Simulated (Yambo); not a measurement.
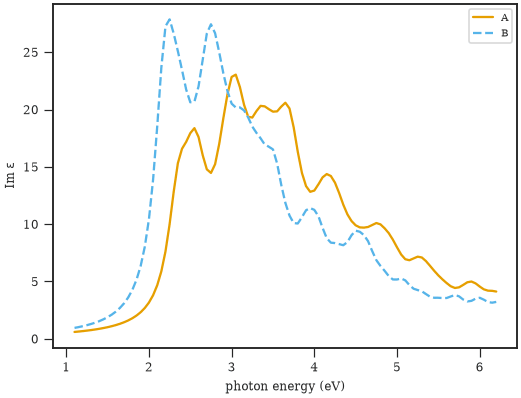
Fig. 1. Two computed absorption spectra of PtS₂ (CdI2 type, space group P-3m1, No. 164) (Yambo, PBEsol bands with the same scissor, field along x)

Axes are Cartesian, with cell vectors (Å) (3.55, 0.00, 0.00), (-1.77, 3.07, 0.00), (0.00, 0.00, 5.60).

Question: Which curve includes the electron-hole attraction (BSE)?

Answer: Curve B: the attraction moves weight to lower energy (centre of the plotted range 3.3 eV against 3.7 eV). Settings: 6×6×4 mesh, 10 valence and 6 conduction bands, static screening with 74 bands and a 4 Ry block, scissor 0.73 eV, Tamm-Dancoff. The scissor comes from a G0W0 run whose convergence isn't established. Broadening 0.15 eV. The band window holds all transitions up to 6.2 eV. On this mesh the peak heights and the fine structure are mesh artefacts; only the shift of weight is robust.

Spin-orbit coupling is included.

Geometry of the Materials Project entry, not relaxed at this level; primitive cell a = 3.549 Å, b = 3.549 Å, c = 5.597 Å, α = 90.00°, β = 90.00°, γ = 120.00°.

The distance between layers or molecules is the database entry's, not relaxed here. Functionals without dispersion can leave it too large, which widens gaps and weakens the response across layers: the numbers belong to this cell.
